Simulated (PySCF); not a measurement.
## Electronic structure of AlB (charge +1, doublet) in real space

```yaml
atoms:
  - { symbol: Al, position_ang: [0.0000, 0.0000, -0.7955] }
  - { symbol: B, position_ang: [0.0000, 0.0000, 1.9495] }
```

These are results of PBE0/aug-cc-pVDZ(-PP), non-relativistic Hamiltonian with scalar-relativistic core potentials where named, at a bond length of 2.745 Å in PySCF 2.14.0, not measurements.

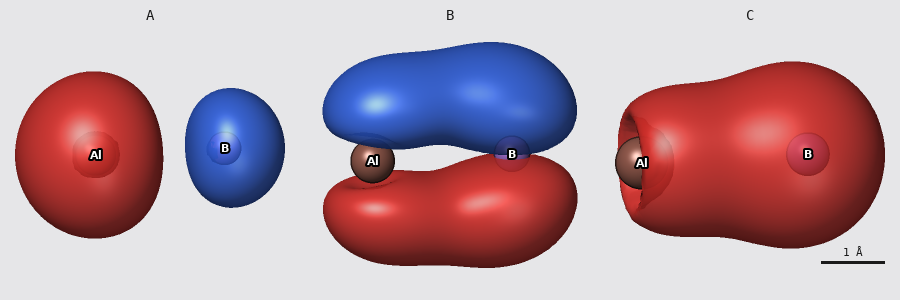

Figure 1. Three frontier β-spin orbitals, each drawn at the value that holds 80 % of its norm (red and blue are the two phases), in no order; of a degenerate pair one member is drawn.

Label each orbital by symmetry, say whether it is occupied, and order them by energy.

Orbital C: σ, occupied in this spin, −16.92 eV; mainly on B (75 %).
Orbital A: σ, occupied in this spin, −13.90 eV; mainly on Al (75 %).
Orbital B: π, empty in this spin, −8.44 eV; bonding, with no node between the atoms.

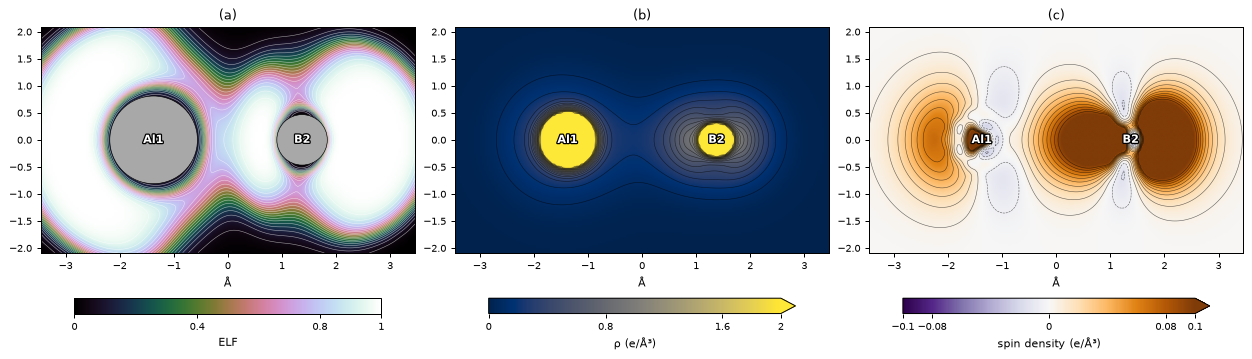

Figure 2. (a) ELF; (b) electron density; (c) spin density on a plane that holds the molecular axis. Grey discs cover the atomic cores in the ELF map.

Interpret the plot.

Atoms in the plane: Al and B.
Al–B (2.74 Å): ρ at the midpoint is about 0.23 e/Å³; the ELF peaks at about 1 in the valence shell of B, 0.8 Å from its nucleus, and is about 0.85 at the midpoint.
The unpaired spin (1 electron) lies mostly on B2 (about 0.7) and Al1 (about 0.3), in electrons by Hirshfeld's partition.

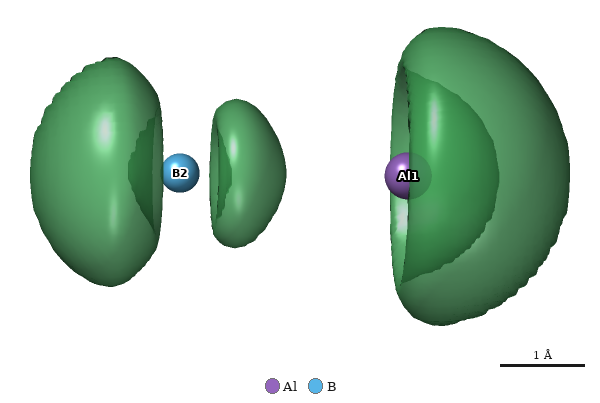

Figure 3. Isosurface of the electron localisation function at 0.9 (green), seen from one side. Only the valence region is drawn (cores and ρ < 0.01 e/Å³ removed).

Identify the bonds, lone pairs and shells in this picture.

The surface consists of two lobes on B, pointing away from the bonds (non-bonding electrons) and one region wrapped around Al (its valence shell).
